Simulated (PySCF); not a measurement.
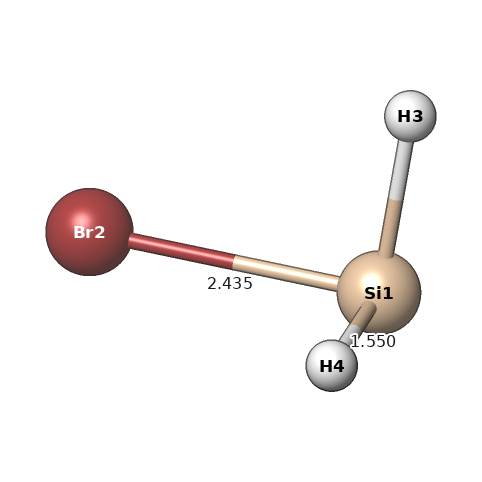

Bond lengths are marked in Å; every bond is drawn as one stick. The species has charge −1 and is a spin singlet. The geometry was computed by an optimisation with PBE0-D3(BJ)/def2-SVP. No frequency run is at hand to confirm it as a minimum.

**Assign a bond order to each marked bond.**

Si1–Br2 single; Si1–H4 single. This is one Lewis structure.

**Write the SMILES.**

[SiH2-]Br
